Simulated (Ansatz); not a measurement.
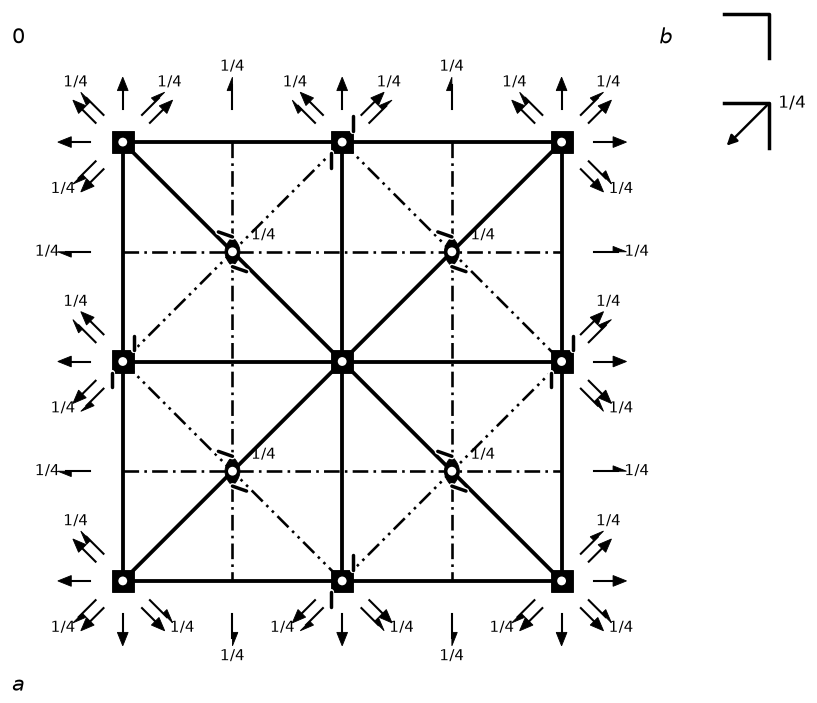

Symmetry elements of a space group, projected down c, computed from the operations of a computed or model structure of composition Mg2ZnN2, which need not be its known form.

Symbols follow the International Tables: origin at the upper left, the third axis towards the viewer; heavy, dashed, dotted, dash-dotted and dash-dot-dot lines are mirror, in-plane glide, out-of-plane glide, diagonal (n; with arrows d) and double (e) glide planes seen edge on; arrows at the rim are 2 (full head) and 2₁ (half head) axes in the plane; the corner sign is a plane parallel to the page; fractions are heights. Handed screw axes carry their printed symbol instead of tails.

Which space group is it?

Answer. No. 139, I4/mmm; body-centred tetragonal, point group 4/mmm, 32 general positions a cell.

List the elements shown.

Answer. 4₂ axes along c at (0, 1/2), (1/2, 0); 4 axes along c at (0, 0), (1/2, 1/2); 2₁ axes along c at (1/4, 1/4), (1/4, 3/4), (3/4, 1/4), (3/4, 3/4); inversion centres at (0, 0), (0, 1/2), (1/4, 1/4; c height 1/4), (1/4, 3/4; c height 1/4), (1/2, 0), (1/2, 1/2), (3/4, 1/4; c height 1/4), (3/4, 3/4; c height 1/4); mirror planes holding c and [1 1 0] or [−1 1 0]; e glide planes holding c and [1 1 0] or [−1 1 0]; mirror planes normal to a, at x = 0, 1/2; n glide planes normal to a, at x = 1/4, 3/4; mirror planes normal to b, at y = 0, 1/2; n glide planes normal to b, at y = 1/4, 3/4; a mirror plane normal to c at height 0; an n glide plane normal to c at height 1/4; 2 axes along [1 1 0] at heights 0, 1/4; 2 axes along [−1 1 0] at heights 0, 1/4; 2 axes along a at height 0; 2 axes along b at height 0; 2₁ axes along [1 1 0] at heights 0, 1/4; 2₁ axes along [−1 1 0] at heights 0, 1/4; 2₁ axes along a at height 1/4; 2₁ axes along b at height 1/4. Heights repeat every half period; positions are (a, b) fractions, modulo 1.
